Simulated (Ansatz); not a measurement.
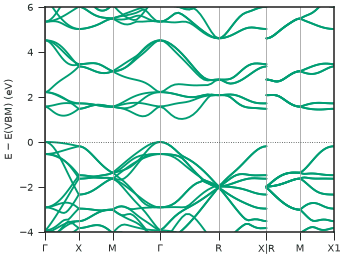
Figure. Band structure from r²SCAN in the plane-wave PAW code Ansatz

Task: Read off the gap and where the band edges lie.

Result: About 1.0 eV (1.02 eV by a search for the band edges); maximum at Γ, minimum on the Γ–R line, 36 % of the way from Γ.

Task: Which compound is it?
A. CsPbCl3, cubic perovskite
B. Ca3PbO, anti-perovskite
C. RbAu, CsCl type
D. CdSe2, Pa-3 (Cd on 4a, Se on 8c)

Result: D, CdSe2, Pa-3 (Cd on 4a, Se on 8c)

The first step of the workflow began from a Materials Project structure, measured or hypothetical; the Crystallography Open Database copy checked does not list it. Its standing as an ambient phase is unchecked. Symmetry was held in the r²SCAN relaxation; whether a distortion lowers the energy is not shown. Scalar-relativistic: spin–orbit coupling is off unless named, which matters more the heavier the elements.

Potentials: the later of the program's two PAW sets.
